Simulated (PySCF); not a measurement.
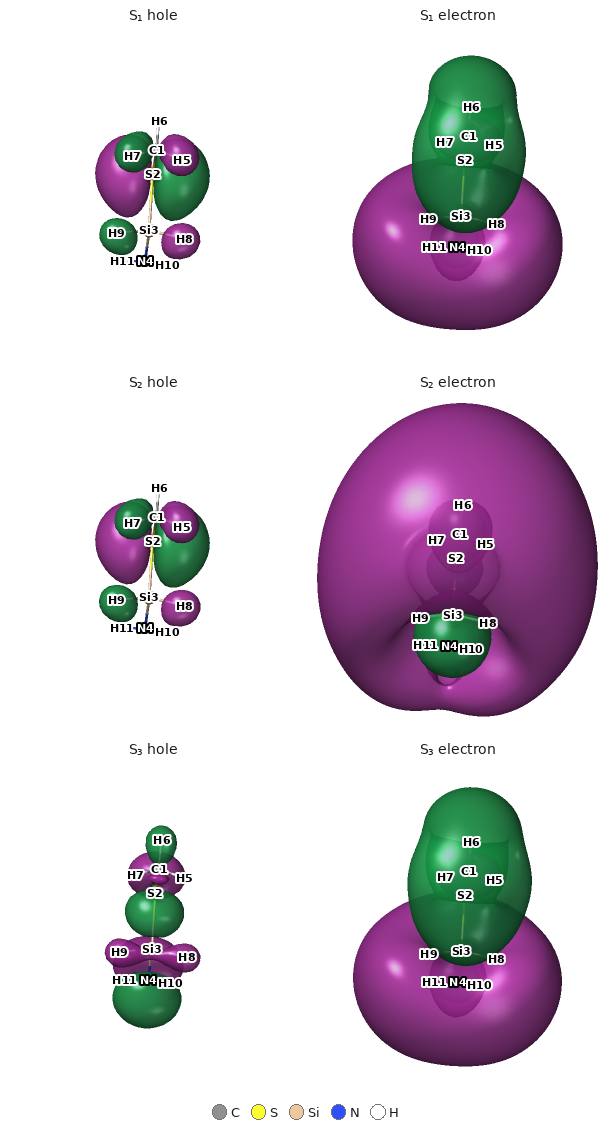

*CH$_{7}$NSSi, SMILES `CS[SiH2]N`. Leading natural transition orbitals (full linear response singlet states).*

Level of theory: PBE/aug-cc-pVDZ (PySCF), at a geometry from GFN2-xTB. No frequency check shows the geometry to be a minimum. GFN2-xTB bond lengths at metals and heavier atoms can be off by up to 0.1 Å and shapes distorted, which carries into these values.

Geometry (Å), atoms numbered from 1:

```
C1      -2.2133   -0.4710   -0.0002
S2      -0.8708    0.7556    0.0001
Si3      0.8348   -0.5717    0.0005
N4       2.3258    0.2762   -0.0014
H5      -2.1458   -1.0865    0.8902
H6      -3.1470    0.0813   -0.0011
H7      -2.1444   -1.0871   -0.8930
H8       0.7714   -1.3573    1.2265
H9       0.7733   -1.3580   -1.2245
H10      2.5680    0.8076    0.8229
H11      2.5693    0.8071   -0.8195
```

Give the energy and character of each state.

By state:
- S₁: 4.37 eV (284 nm), f = 0.001 (very weak), n → diffuse (Rydberg-like) orbital; the leading pair carries 100 %; hole on S2 (75 %), Si3 (8 %) and C1 (6 %), electron on Si3 (24 %), H10 and H11 (14 % each) and N4 (12 %) (atom shares of so diffuse an orbital are rough); their centroids lie 1.9 Å apart.
- S₂: 4.92 eV (252 nm), f = 0.003, n → diffuse (Rydberg-like) orbital; the leading pair carries 100 %; hole on S2 (75 %), Si3 (8 %) and C1 (6 %), electron on Si3 (15 %), C1 (14 %) and H5, H6 and H7 (12 % each) (atom shares of so diffuse an orbital are rough); their centroids lie 1.0 Å apart.
- S₃: 5.25 eV (236 nm), f = 0.014, n → diffuse (Rydberg-like) orbital; the leading pair carries 100 %; hole on N4 (52 %), S2 (20 %) and Si3 (11 %), electron on Si3 (23 %), H10 and H11 (13 % each) and S2 (12 %) (atom shares of so diffuse an orbital are rough); their centroids lie 0.5 Å apart.

The PySCF run took 6.4 min on 1 thread of Intel(R) Xeon(R) Processor @ 2.50GHz (Skylake/Cascade Lake), on a shared host, peak memory 0.75 GiB.
